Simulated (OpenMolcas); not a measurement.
# BH2O: a line through the functionals

BH2O has 4 atoms, charge 0, and is taken as a doublet. SMILES: `B[O]`. The shape is that of a PBE0-D4/def2-TZVP optimisation.

The dipole moment y, in D, basis def2-TZVPPD; a is the functional's share of exact exchange. Programs: OpenMolcas 26.06.

| functional | program | a | y (D) |
| --- | --- | --- | --- |
| UBLYP | OpenMolcas | 0 | 1.67 |
| U-revPBE | OpenMolcas | 0 | 1.60 |
| UB3LYP | OpenMolcas | 0.2 | 1.56 |
| UPBE0 | OpenMolcas | 0.25 | ? |
| UBHLYP | OpenMolcas | 0.5 | 1.33 |

**Question.** Fit y = c + s·a to the known rows and predict UPBE0.

**Answer.** 
1. Means of the 4 rows: a = 0.1750, y = 1.540.
2. Σ(Δa)² = 0.1675, Σ(Δa·Δy) = -0.101, so the slope is -0.101/0.1675 = -0.60299.
3. Intercept: 1.540 − (-0.60299) × 0.1750 = 1.646. The largest residual of the fit is 0.046.
4. UPBE0: 1.646 + (-0.60299) × 0.25 = 1.50 D.

The run gave 1.50 D, so the prediction is off by 0.00 D: they agree to the digits shown. The rows mix families of semi-local functionals, which the line can't see.

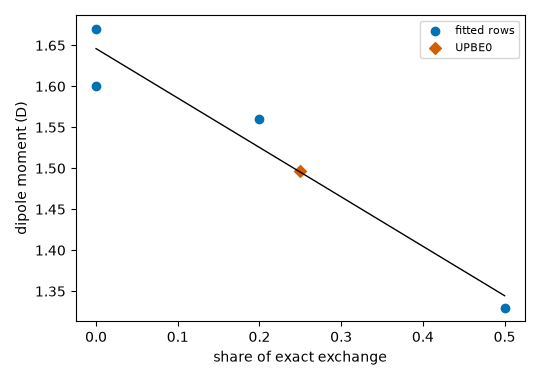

The fitted line, with the withheld row.
